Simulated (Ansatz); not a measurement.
**SiGe5: a closer look at a trial structure**

Aim: for this structure of SiGe5, see whether it has a gap, which orbitals make up the states near it and how charge is shared.

Method: DFT PBE, scalar-relativistic, plane waves, PAW, in Ansatz 0.2.0.

1 further run of the same task is left out (set aside as unsound or not needed). Runs told in other sessions of the task aren't counted.

### 1 The starting structure

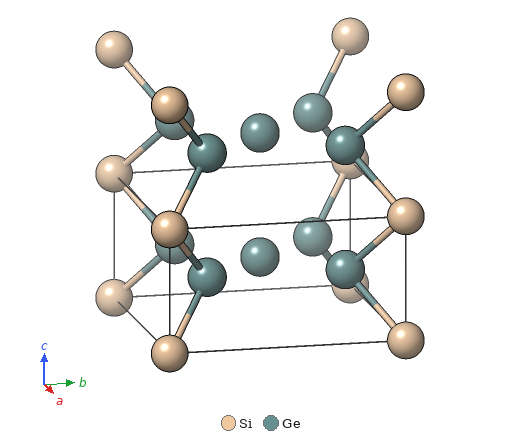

The starting structure, seen slightly off an axis (silicon light orange, germanium teal). 1×1×2 cells are drawn. Atoms on the faces are drawn again on the opposite ones.

Structure file:

```
CELL_PARAMETERS angstrom
6.54341 0.00000 0.00000
0.00000 6.54341 0.00000
0.00000 0.00000 3.44447
ATOMIC_POSITIONS crystal
Si 0.00000 0.00000 0.00000
Ge 0.79257 0.79257 0.50000
Ge 0.20743 0.20743 0.50000
Ge 0.20743 0.79257 0.50000
Ge 0.79257 0.20743 0.50000
Ge 0.50000 0.50000 0.50000
```

It is the end of an earlier relaxation with the same method, from a generated guess; it needn't be the stable form of this composition. At a tolerance of 0.05 Å it has space group P4/mmm (No. 123); it has 24.58 Å³/atom, an uncorrected energy of +0.46 eV/atom over the elements.

### 2 Electronic structure at the relaxed geometry

input.yaml reads:

```yaml
crystal:
  lattice:
    - [6.543411935, 0.0, 0.0]
    - [0.0, 6.543411935, 0.0]
    - [0.0, 0.0, 3.4444680938]
  atoms:
    - { symbol: Si, position: [0.0, 0.0, 0.0] }
    - { symbol: Ge, position: [0.7925657762, 0.7925657762, 0.5] }
    - { symbol: Ge, position: [0.2074342238, 0.2074342238, 0.5] }
    - { symbol: Ge, position: [0.2074342238, 0.7925657762, 0.5] }
    - { symbol: Ge, position: [0.7925657762, 0.2074342238, 0.5] }
    - { symbol: Ge, position: [0.5, 0.5, 0.5] }
basis:
  ecutwfc: 420
kpoints:
  mp_grid: { grid: [6, 6, 10] }
  band_path:
    path:
      - [[0.0, 0.0, 0.0], [0.0, 0.5, 0.0], [0.5, 0.5, 0.0], [0.0, 0.0, 0.0], [0.0, 0.0, 0.5], [0.0, 0.5, 0.5], [0.5, 0.5, 0.5], [0.0, 0.0, 0.5]]
      - [[0.0, 0.5, 0.0], [0.0, 0.5, 0.5]]
      - [[0.5, 0.5, 0.0], [0.5, 0.5, 0.5]]
    npoints: 14
hamiltonian:
  xc: pbe
scf:
  occupations: { method: gaussian, width: 0.1 }
  n_extra_bands: 15
output:
  forces: true
  stress: true
  eigenvalues: true
  populations: true
  dos: { projected: true, de: 0.02, nscf_kmesh: { grid: [8, 8, 12] } }
  bader: true
  write_density: true
  write_potential: true
  elf: true
  volumetric_format: npy
```

Command:

```
ansatz run input.yaml --threads 1 --pin off --max-ram 2560MiB --backend cpu --events-out ev --progress --plain --runs-dir out
```

The program printed:

```text
Warning: RAYON_NUM_THREADS=1 ignored (pool sized by the plan → 1); use --threads N
scf.n_extra_bands = 15 over 37 filled bands (N_el = 74.0): the run solves 52 bands
Engine: ansatz 0.2.0, aarch64-unknown-linux-gnu
Pseudopotentials: kind: paw
Pseudopotential: Si, paw, valence charge 4, recommended cutoff 420 eV (normal), Si.paw.azcp
Pseudopotential: Ge, paw, valence charge 14, recommended cutoff 420 eV (normal), Ge.paw.azcp
Functional definition: PBE
  parameter kappa = 0.804
  parameter beta = 0.06672455060314922
  exchange = pbe_x(kappa = kappa, mu = beta*pi^2/3)
  correlation = pbe_c(beta = beta)
Crystal: 6 atoms, lattice volume = 147.479 Å³
Basis set: ecut = 420 eV, 2887 PW (Γ), exchange–correlation on 90×90×48 points (8 copies of the dense FFT grid, shifted against one another)
Bands: 52, of which v1, the nominal top of the filled ones, is band 37 counted from 1 (36 counted from 0)
Symmetry: 16 space group operations
Space group: P4/mmm (ITA 123), of the structure as read, at distance tolerance 5.3e-5 Å
k-points: 60 of 360
Non-local potential: Si, projectors of the file, l = 0: 2, l = 1: 2, l = 2: 2
Non-local potential: Ge, projectors of the file, l = 0: 2, l = 1: 2, l = 2: 3, l = 3: 1
PAW form: soft (Blöchl's): semilocal exchange-correlation on the pseudo side does not see the compensation charge
PAW one-centre angular grid: Si, 110 points (default); XC on 64 Gauss nodes
PAW one-centre angular grid: Ge, 590 points (default); XC on 64 Gauss nodes
Initial density: superposition of atomic densities (neutral atoms: chi_scale 0, normalization atom), corrected by the library's trained network
Initial wavefunctions: pseudopotential atomic-orbital guess
Functional: x = pbe(κ = 0.804, μ = 0.2195149727645171), c = pbe(β = 0.06672455060314922)
SCF iter   1: F=—  HF=-22107.987435 eV  |F-HF|=—  |Δ(HF+E_count)|=         —  Δρ=4.01e-3  dr2=9.27e-2  ethr=1.77e-3  ⟨swp⟩=5.4  Hψ=11768  notcnv=0  defer=128
preconditioner: auto → LDOS  [metal: Δε(μ)=0.067 eV  Ē_g=22.852 eV  σ=0.100 eV  W_gap=0.34  n_scr=38 (ndim 8)  ℏωp=26.3 eV  f_vac=0.074  D(μ)=1.84/eV (n_scr^D=8)  β→1.0]
SCF iter   2: F=—  HF=-22107.973874 eV  |F-HF|=—  |Δ(HF+E_count)|=   1.36e-2  Δρ=2.89e-3  dr2=4.42e-2  ethr=1.25e-4  ⟨swp⟩=3.1  Hψ=6256  notcnv=0  defer=473
SCF iter   3: F=—  HF=-22107.963794 eV  |F-HF|=—  |Δ(HF+E_count)|=   1.01e-2  Δρ=5.28e-4  dr2=1.35e-3  ethr=5.97e-5  ⟨swp⟩=3.0  Hψ=5265  notcnv=0  defer=473
SCF iter   4: F=—  HF=-22107.963647 eV  |F-HF|=—  |Δ(HF+E_count)|=   1.47e-4  Δρ=1.31e-4  dr2=4.26e-5  ethr=1.82e-6  ⟨swp⟩=2.8  Hψ=4803  notcnv=0  defer=473
SCF iter   5: F=—  HF=-22107.963670 eV  |F-HF|=—  |Δ(HF+E_count)|=   2.24e-5  Δρ=6.05e-5  dr2=6.00e-6  ethr=5.75e-8  ⟨swp⟩=2.0  Hψ=5056  notcnv=0  defer=462
SCF iter   6: F=—  HF=-22107.963667 eV  |F-HF|=—  |Δ(HF+E_count)|=   3.26e-6  Δρ=1.30e-5  dr2=1.89e-7  ethr=8.11e-9  ⟨swp⟩=2.0  Hψ=4887  notcnv=0  defer=461
SCF iter   7: F=-22107.963667 eV  HF=-22107.963667 eV  |F-HF|=1.32e-8  |Δ(HF+E_count)|=   2.34e-7  Δρ=2.66e-6  dr2=8.59e-9  ethr=1.35e-10  ⟨swp⟩=13.8  Hψ=22842  notcnv=0
SCF 1 converged in 7 iterations: F = -22107.963667 eV  dr2 = 8.59e-9
NSCF: frozen V_eff on 129 k-points
NSCF: frozen V_eff on 105 k-points
SCF converged after 7 iterations
Free energy (F): -22107.963667 eV
Harris-Foulkes:  -22107.963667 eV  (|F-HF|=1.32e-8)
Internal energy: -22107.952890 eV  (E = F + TS)
E sigma→0 (E₀):  -22107.958278 eV
Entropy (-TS):   -0.010777 eV (-1.796 meV/atom)
Fermi energy:    7.028470 eV
--- Per-component energies (eV) ---
  E_band       = -837.230825
  E_kinetic    = 590.356062
  E_local      = -13025.353207  (includes V_loc(G=0)·N_el)
  E_nonlocal   = 2103.388119
  E_hartree    = 5699.590520
  E_xc         = -430.973055
  E_vxc        = -366.313975  (∫ρ·V_xc dr)
  E_paw        = -10596.386315  (= ΣΔE_a)
  E_vpaw       = -1538.488979  (= ΣTr[D̂ρ^β])
  E_aug_tail   = 0.001526  (compensation charges beyond the density's cutoff)
  E_ewald      = -6448.576539
  E_smearing   = -0.010777  (= −TS)
  E_closure    = 0.000000  (closes the sum)
  Σ components = -22107.963667   (vs F -22107.963667, Δ=0.00e0)
--- Forces (eV/Å), atoms counted from 1 ---
  atom   1  Si     0.00000000     0.00000000     0.00000000
  atom   2  Ge     0.00055792     0.00055792     0.00000000
  atom   3  Ge    -0.00055792    -0.00055792    -0.00000000
  atom   4  Ge    -0.00055792     0.00055792    -0.00000000
  atom   5  Ge     0.00055792    -0.00055792     0.00000000
  atom   6  Ge     0.00000000    -0.00000000    -0.00000000
  max |Σ_I F_I| component: 1.39e-17 eV/Å
--- Stress (GPa, compression-positive) ---
        0.007605      -0.000000      -0.000000
       -0.000000       0.007605      -0.000000
       -0.000000      -0.000000       0.043510
  P = ⅓ Tr σ = 0.0196 GPa (0.196 kbar)
--- Band table (eV; the first three rows and the last of 60) ---
  k-point 0: bands = ["-17.6974", "-17.6780", "-17.6773", "-17.6532", "-17.6532", "-17.6528", "-17.6238", "-17.6238", "-17.6219", "-17.6201", "-17.6023", "-17.6023", "-17.5914", "-17.5914", "-17.5886", "-17.5822", "-17.5799", "-17.5678", "-17.5631", "-17.5604", "-17.5604", "-17.5580", "-17.5580", "-17.5157", "-17.4901", "-5.8938", "-2.2992", "-2.2992", "-2.2603", "0.7063", "3.1888", "3.1888", "3.3498", "3.4538", "5.7185", "8.5748", "9.3413", "9.3413", "9.5839", "9.5839", "10.2305", "10.9244", "10.9601", "10.9601", "12.0746", "12.5253", "12.6808", "12.9242", "13.4400", "13.4400", "13.9128", "14.3987"]
  k-point 1: bands = ["-17.6972", "-17.6772", "-17.6771", "-17.6521", "-17.6521", "-17.6509", "-17.6248", "-17.6248", "-17.6227", "-17.6215", "-17.6022", "-17.6022", "-17.5921", "-17.5921", "-17.5866", "-17.5821", "-17.5804", "-17.5685", "-17.5613", "-17.5595", "-17.5595", "-17.5582", "-17.5582", "-17.5156", "-17.4897", "-5.7781", "-2.1979", "-2.1979", "-2.1738", "0.7998", "3.2735", "3.2735", "3.3117", "3.4452", "4.7964", "8.1917", "8.1917", "9.1606", "9.7990", "9.7990", "9.9938", "10.7193", "11.2096", "11.2096", "11.6242", "12.6356", "12.7522", "13.1199", "13.6591", "14.1982", "14.1982", "14.2588"]
  k-point 2: bands = ["-17.6969", "-17.6766", "-17.6754", "-17.6492", "-17.6492", "-17.6459", "-17.6275", "-17.6275", "-17.6253", "-17.6250", "-17.6019", "-17.6019", "-17.5938", "-17.5938", "-17.5820", "-17.5817", "-17.5816", "-17.5702", "-17.5602", "-17.5602", "-17.5564", "-17.5554", "-17.5554", "-17.5156", "-17.4886", "-5.4366", "-1.9291", "-1.9038", "-1.9038", "1.0694", "2.2068", "3.5074", "3.5074", "3.7177", "4.3945", "6.5080", "6.5080", "7.5709", "9.5311", "10.0584", "10.0584", "11.4578", "11.4578", "11.6151", "11.8997", "12.3518", "12.9184", "12.9501", "13.1989", "13.4341", "13.4341", "13.7088"]
  k-point 59: bands = ["-17.7137", "-17.6770", "-17.6392", "-17.6392", "-17.6348", "-17.6308", "-17.6308", "-17.6296", "-17.6295", "-17.6197", "-17.6108", "-17.6042", "-17.6042", "-17.6013", "-17.6013", "-17.5863", "-17.5761", "-17.5713", "-17.5618", "-17.5618", "-17.5493", "-17.5493", "-17.5306", "-17.5095", "-17.5056", "-3.5103", "-1.6545", "-1.4101", "-0.9963", "-0.9963", "2.9759", "2.9759", "3.6551", "4.2146", "4.5787", "5.1808", "5.1808", "6.2239", "7.8439", "8.6786", "8.8365", "8.8365", "10.0851", "10.1947", "10.1947", "11.9513", "12.7735", "12.7735", "13.3602", "13.6822", "13.7595", "13.7595"]
--- Löwdin populations: 6 sites ---
  site symbol       q [e]
     0     Si      3.8302
     1     Ge     13.9699
     2     Ge     13.9699
     3     Ge     13.9699
     4     Ge     13.9699
     5     Ge     14.0459
  spilling = 0.003303 (of n_electrons = 74.000000)
--- Bader charges: 6 sites ---
  site symbol  charge [e]  shift [e]
     0     Si     -0.0333     0.0059
     1     Ge     -0.0068     0.0015
     2     Ge     -0.0068     0.0015
     3     Ge     -0.0068     0.0015
     4     Ge     -0.0068     0.0015
     5     Ge      0.0605     0.0001
  estimated error of the sums over rays = 3.2e-4 e
```

Run time: 2.4 min. Hardware: 1 thread of Arm Neoverse V1, shared host; peak memory 0.79 GiB.

Site by site:

```tsv
atom	Löwdin electrons	Bader charge (e)	Bader volume (Å³)
Si1	3.83	-0.03	16.2
Ge2	13.97	-0.01	26.4
Ge3	13.97	-0.01	26.4
Ge4	13.97	-0.01	26.4
Ge5	13.97	-0.01	26.4
Ge6	14.05	+0.06	25.9
```

The Löwdin counts miss 0.24 of the 74 electrons, which the atomic orbitals do not span, so they are no charges.

From bands.tsv, the levels nearest the Fermi level at the path's corners, in eV from the Fermi level:

| point | band 34 | band 35 | band 36 | band 37 | band 38 | band 39 | band 40 | band 41 |
| --- | --- | --- | --- | --- | --- | --- | --- | --- |
| Γ | -3.58 | -1.31 | 1.55 | 2.31 | 2.31 | 2.56 | 2.56 | 3.20 |
| X | -1.24 | -0.65 | -0.40 | 0.04 | 0.25 | 1.81 | 2.50 | 2.68 |
| M | -2.05 | -1.20 | 0.40 | 0.40 | 1.49 | 1.79 | 2.44 | 2.44 |
| Γ | -3.58 | -1.31 | 1.55 | 2.31 | 2.31 | 2.56 | 2.56 | 3.20 |
| Z | -2.49 | -2.49 | -2.40 | -2.33 | -1.54 | -0.39 | 1.97 | 2.95 |
| R | -3.81 | -1.51 | -1.35 | -0.88 | 0.24 | 0.49 | 0.66 | 0.98 |
| A | -2.81 | -2.45 | -1.85 | -1.85 | -0.81 | 0.81 | 1.65 | 1.81 |
| Z | -2.49 | -2.49 | -2.40 | -2.33 | -1.54 | -0.39 | 1.97 | 2.95 |
| X | -1.24 | -0.65 | -0.40 | 0.04 | 0.25 | 1.81 | 2.50 | 2.68 |
| R | -3.81 | -1.51 | -1.35 | -0.88 | 0.24 | 0.49 | 0.66 | 0.98 |
| M | -2.05 | -1.20 | 0.40 | 0.40 | 1.49 | 1.79 | 2.44 | 2.44 |
| A | -2.81 | -2.45 | -1.85 | -1.85 | -0.81 | 0.81 | 1.65 | 1.81 |

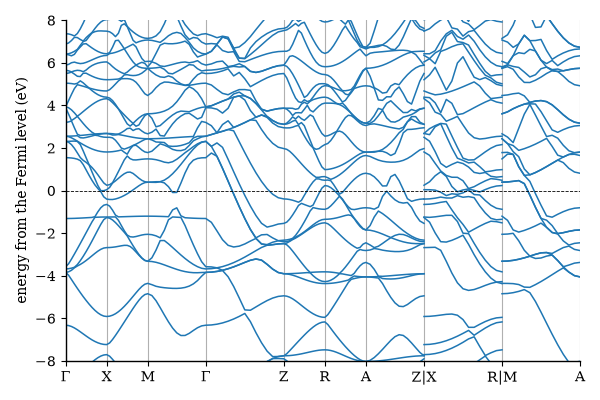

Bands along the path. Deeper bands lie below the window drawn.

Counts of states by energy window (eV from the Fermi level), total and by projection:

```
from  to  total  Si 3p  Ge 4s  Ge 4p
  -8  -7   1.42   0.09   0.84   0.37
  -7  -6   1.44   0.06   0.83   0.42
  -6  -5   1.54   0.07   0.80   0.50
  -5  -4   1.25   0.18   0.36   0.64
  -4  -3   2.90   0.58   0.33   1.92
  -3  -2   3.01   0.35   0.30   2.27
  -2  -1   3.10   0.37   0.37   2.27
  -1   0   2.33   0.14   0.29   1.82
   0   1   2.75   0.15   0.33   2.08
   1   2   3.61   0.15   0.36   2.67
   2   3   3.47   0.16   0.28   2.56
   3   4   3.78   0.36   0.25   2.42
   4   5   3.20   0.34   0.11   1.89
   5   6   3.40   0.54   0.15   1.69
```

Below -8 eV lie 57 or so more states.

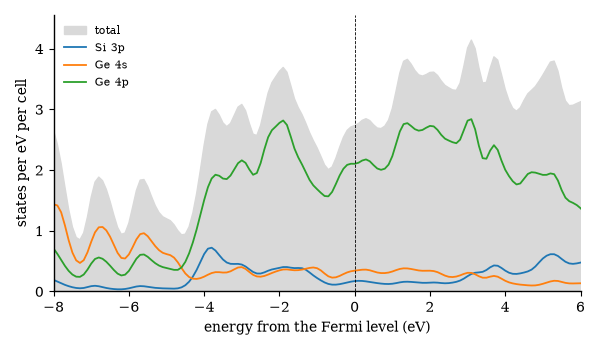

Total and projected density of states, smoothed over about 0.40 eV.

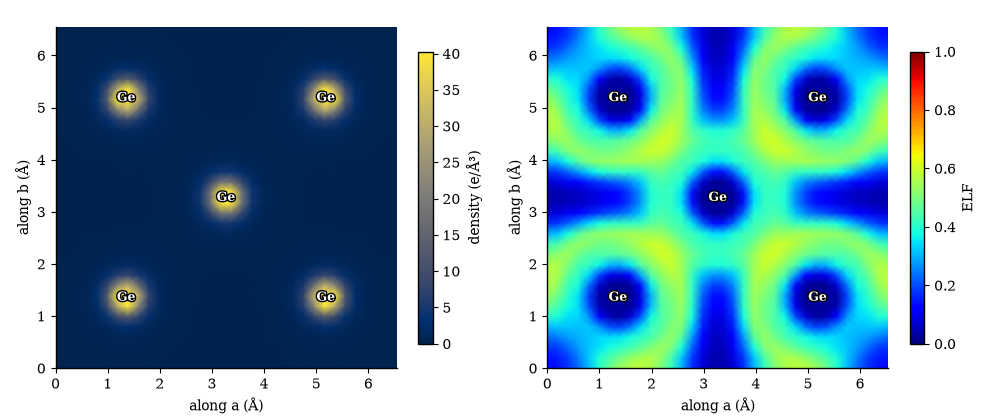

Density (left) and ELF (right) in a lattice plane of the grid's cell (edges 6.54 and 6.54 Å, at 0.500 of the third edge), which holds Ge. Only atoms in the plane are labelled; the density scale stops at 40.28 e/Å³. Both are smooth fields of the valence electrons: close to the nuclei they are not physical.

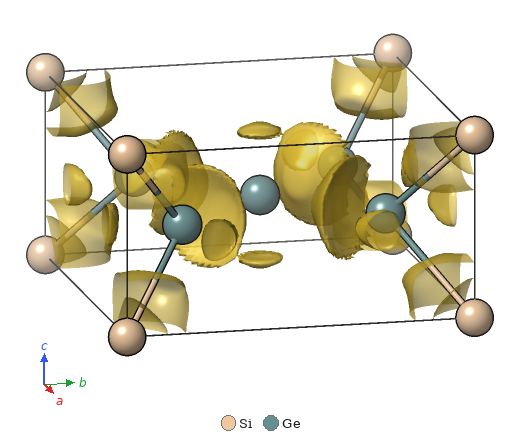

Surface of ELF = 0.54, drawn in one cell.

The highest ELF values outside the cores: 0.74 on the Si–Ge line, 1.0 Å from Si; 0.60 on the Ge–Ge line, 1.2 Å from Ge; 0.54 beside Ge, off the lines to its neighbours, 1.3 Å from Ge.

### 3 Variant: occupations.method tetrahedron_uncorrected, mixing.algorithm anderson, mixing.beta 0.05, width left out

input.yaml reads:

```yaml
crystal:
  lattice:
    - [6.543411935, 0.0, 0.0]
    - [0.0, 6.543411935, 0.0]
    - [0.0, 0.0, 3.4444680938]
  atoms:
    - { symbol: Si, position: [0.0, 0.0, 0.0] }
    - { symbol: Ge, position: [0.7925657762, 0.7925657762, 0.5] }
    - { symbol: Ge, position: [0.2074342238, 0.2074342238, 0.5] }
    - { symbol: Ge, position: [0.2074342238, 0.7925657762, 0.5] }
    - { symbol: Ge, position: [0.7925657762, 0.2074342238, 0.5] }
    - { symbol: Ge, position: [0.5, 0.5, 0.5] }
basis:
  ecutwfc: 420
kpoints:
  mp_grid: { grid: [6, 6, 10] }
hamiltonian:
  xc: pbe
scf:
  occupations: { method: tetrahedron_uncorrected }
  mixing: { algorithm: anderson, beta: 0.05 }
output:
  forces: true
  eigenvalues: true
  stress: true
```

Command:

```
ansatz run input.yaml --threads 1 --pin off --max-ram 2560MiB --backend cpu --events-out ev --progress --plain --runs-dir out
```

The program printed, cut to the lines that bear on the results:

```text
Warning: RAYON_NUM_THREADS=1 ignored (pool sized by the plan → 1); use --threads N
[...]
Pseudopotentials: kind: paw
Pseudopotential: Si, paw, valence charge 4, recommended cutoff 420 eV (normal), Si.paw.azcp
Pseudopotential: Ge, paw, valence charge 14, recommended cutoff 420 eV (normal), Ge.paw.azcp
Functional definition: PBE
[...]
Crystal: 6 atoms, lattice volume = 147.479 Å³
Basis set: ecut = 420 eV, 2887 PW (Γ), exchange–correlation on 90×90×48 points (8 copies of the dense FFT grid, shifted against one another)
Bands: 45, of which v1, the nominal top of the filled ones, is band 37 counted from 1 (36 counted from 0)
Symmetry: 16 space group operations
Space group: P4/mmm (ITA 123), of the structure as read, at distance tolerance 5.3e-5 Å
k-points: 60 of 360
[...]
SCF iter   1: F=—  HF=-22107.813195 eV  |F-HF|=—  |Δ(HF+E_count)|=         —  Δρ=3.61e-3  dr2=7.66e-2  ethr=1.77e-3  ⟨swp⟩=6.5  Hψ=10270  notcnv=0
[...]
SCF converged after 16 iterations
Stability not checked: this state was not tested for a lower state beside it, because the mixer in use, unlike msr1, does not test its closes by its own steps (another_mixer; see scf.mixing.algorithm and scf.lower_state_search)
Free energy (F): -22107.794704 eV
[...]
E sigma→0 (E₀):  -22107.794704 eV
Entropy (-TS):   -0.000490 eV (-0.082 meV/atom)
Fermi energy:    7.059635 eV
[...]
--- Forces (eV/Å), atoms counted from 1 ---
  atom   1  Si     0.00000000    -0.00000000     0.00000000
  atom   2  Ge    -0.05014684    -0.05014684     0.00000000
  atom   3  Ge     0.05014684     0.05014684    -0.00000000
  atom   4  Ge     0.05014684    -0.05014684    -0.00000000
  atom   5  Ge    -0.05014684     0.05014684     0.00000000
  atom   6  Ge     0.00000000    -0.00000000     0.00000000
[...]
--- Stress (GPa, compression-positive) ---
        0.323706      -0.000000      -0.000000
       -0.000000       0.323706      -0.000000
       -0.000000      -0.000000      -0.147527
  P = ⅓ Tr σ = 0.1666 GPa (1.666 kbar)
--- Band table (eV; the first three rows and the last of 60) ---
[...]
```

Wall time 43 s (1 thread of Arm Neoverse V1, shared host); peak memory 0.54 GiB.

```tsv
run	ending	energy change	pressure (GPa)	gap (eV)	force (eV/Å)	cycles	time
step 2	converged	0	0.0	0.00	0.00	7	2.4 min
variant	converged	+27.3 meV/atom (σ→0)	0.2	0.00	0.07	16	43 s
```

Changing the smearing and mixing moves the energy by +27.3 meV/atom (σ→0 values), and the largest force goes from 0.00 to 0.07 eV/Å. Mixing only sets the path, so the shift comes from the other change.

### 4 Outcome

| quantity | value |
| --- | --- |
| gap | none (metal) |
| states at the Fermi level | 2.70 per eV per cell |
| Bader charges | Si -0.03, Ge -0.01 to +0.06 e |

Bands cross the Fermi level: a metal at this level of theory. Of the projected weight within 0.25 eV of the Fermi level, the largest part is Ge 4p (79 %). Bader charges go up to 0.1 e.
